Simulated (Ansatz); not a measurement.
# NClO (nitrosyl chloride): PBE0/STO-3G

Aim: the vertical ionisation energy of NClO (nitrosyl chloride) at PBE0/STO-3G, from 2 runs. 

The results are computed with Ansatz 0.2.0.

50 further runs of the same task are left out: 5 that didn't finish, 45 set aside as unsound or not needed.

**1. The structure to begin with**

The species is NClO (3 atoms), meant as a singlet with charge 0. SMILES: `O=NCl`. The shape is that of a PBE0-D4/def2-TZVP optimisation.

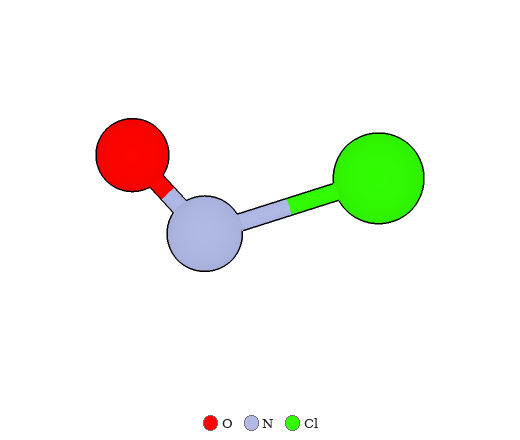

The structure, seen from a chosen angle (oxygen red, nitrogen light blue, chlorine green).

**2. A single-point energy at PBE0/STO-3G**

Input file molecule.yaml:

```yaml
crystal:
  periodic: [false, false, false]
  atoms:
    - symbol: O
      position_ang: [1.000080, -0.338330, 0.513880]
    - symbol: N
      position_ang: [0.052050, -0.599550, -0.035840]
    - symbol: Cl
      position_ang: [-1.052130, 0.937900, -0.478040]
basis:
  gaussian: {orbitals: STO-3G}
magnetization: {spin_polarized: false, initial_magnetization: 0}
hamiltonian: {xc: {name: PBE0}}
accuracy: high
```

Command:

```sh
$ ansatz run molecule.yaml --threads 1 --pin off --max-ram 3480MiB --events-out events.jsonl --progress --plain --runs-dir runs
```

Output:

```text
Warning: RAYON_NUM_THREADS=1 ignored (pool sized by the plan → 1); use --threads N
Functional definition: PBE0
  name "PBE0"
  parameter a = 0.25
  parameter kappa = 0.804
  parameter beta = 0.06672455060314922
  exchange = (1 - a)*pbe_x(kappa = kappa, mu = beta*pi^2/3) + a*exact_x
  correlation = pbe_c(beta = beta)
323 factors; integrals over basis functions are off by at most 3.2e-8 eV
mean field evaluation 1: about -15862.8446 eV, gradient 1.9e1 eV
mean field evaluation 2: about -15808.7740 eV, gradient 9.5e1 eV
mean field evaluation 4: about -15865.8922 eV, gradient 2.5e0 eV
mean field evaluation 8: about -15865.9131 eV, gradient 4.8e-2 eV
mean field evaluation 16: about -15865.9131 eV, gradient 2.0e-6 eV
mean field -15865.91308320 eV, -583.0615515056 hartree, gradient 2.4e-9 eV, S^2 0.000000; 0 other end points of the search recorded, 0 dependent functions left out
reference -15865.91308402 eV, -583.0615515357 hartree; 16, 16 occupied and 3, 3 virtual orbitals, 323 factors
Total energy: -15865.91308402 eV, -583.0615515357 hartree
```

Run time: 0.91 s. Hardware: 1 thread of Arm Neoverse V1, shared host.

**3. The doublet cation, same level**

Input file input.yaml:

```yaml
crystal:
  periodic: [false, false, false]
  atoms:
    - symbol: O
      position_ang: [1.000080, -0.338330, 0.513880]
    - symbol: N
      position_ang: [0.052050, -0.599550, -0.035840]
    - symbol: Cl
      position_ang: [-1.052130, 0.937900, -0.478040]
basis:
  gaussian: {orbitals: STO-3G}
magnetization: {spin_polarized: true, initial_magnetization: 1}
hamiltonian: {xc: {name: PBE0}}
total_charge: 1
accuracy: high
```

Command:

```sh
$ ansatz run input.yaml --threads 1 --pin off --max-ram 3480MiB --events-out events.jsonl --progress --plain --runs-dir runs
```

Output, cut to the lines that bear on the results:

```text
Warning: RAYON_NUM_THREADS=1 ignored (pool sized by the plan → 1); use --threads N
[... 7 set-up lines as earlier in the session ...]
323 factors; integrals over basis functions are off by at most 3.2e-8 eV
mean field evaluation 1: about -15853.9090 eV, gradient 1.4e1 eV
mean field evaluation 2: about -15805.2439 eV, gradient 7.8e1 eV
mean field evaluation 4: about -15855.6190 eV, gradient 5.8e0 eV
mean field evaluation 8: about -15855.9130 eV, gradient 2.3e-1 eV
mean field evaluation 16: about -15855.9178 eV, gradient 1.0e-3 eV
mean field evaluation 32: about -15855.7400 eV, gradient 7.1e-1 eV
mean field -15855.91778729 eV, -582.6942311560 hartree, gradient 5.5e-8 eV, S^2 0.764701; 3 other end points of the search recorded, 0 dependent functions left out
reference -15855.91778812 eV, -582.6942311861 hartree; 16, 15 occupied and 3, 4 virtual orbitals, 323 factors
Total energy: -15855.91778812 eV, -582.6942311861 hartree
```

Run time: 1.9 s. Hardware: 1 thread of Arm Neoverse V1, shared host; peak memory 0.11 GiB.

**4. What came out**

At PBE0/STO-3G:

```
                                          quantity          value
                        singlet NClO: total energy  -583.06155 Eh
                      doublet cation: total energy  -582.69423 Eh
                              doublet cation: ⟨S²⟩          0.765
vertical ionisation energy (to the doublet cation)       9.995 eV
```

**Reading.** Removing an electron at fixed nuclei costs 10.00 eV (230 kcal/mol). In a minimal basis such a difference can be off by several eV, whatever the method.
